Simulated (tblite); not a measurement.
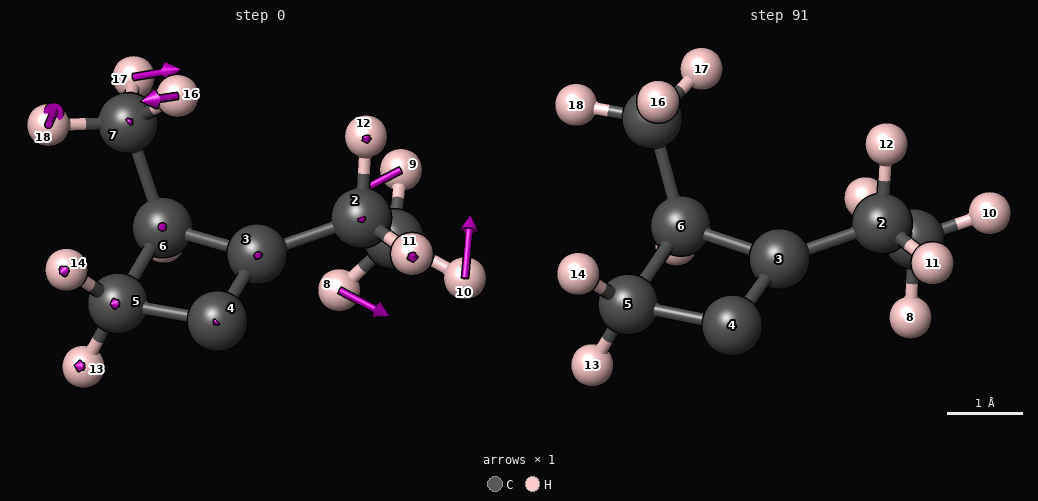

The structure of C$_{7}$H$_{11}$ (multiplicity 2) before (left) and after (right) a relaxation, at one scale. The purple arrows give the displacements, at their true length.

A ball-and-stick model, seen at a tilt.

Level of theory: GFN2-xTB geometry optimisation, gas phase (tblite). 

Question: Describe what moved and what it gained.

Answer: The atom that moves furthest after the best rigid fit is an H atom (0.92 Å). By element the largest moves are H 0.92 Å, C 0.14 Å. Among the contacts that change: C–C 1.487 → 1.552 Å, C–C 1.476 → 1.535 Å, C–C 1.469 → 1.504 Å, C–C 1.500 → 1.530 Å. Bond angles that change, for instance: C–C–C 132.1° → 139.1°, C–C–H 118.6° → 112.2°, C–C–C 92.0° → 98.2°. Groups turn about C–C by about 50°, C–C by about 40°. After 91 geometry steps the energy has fallen by 16.2 kcal/mol.
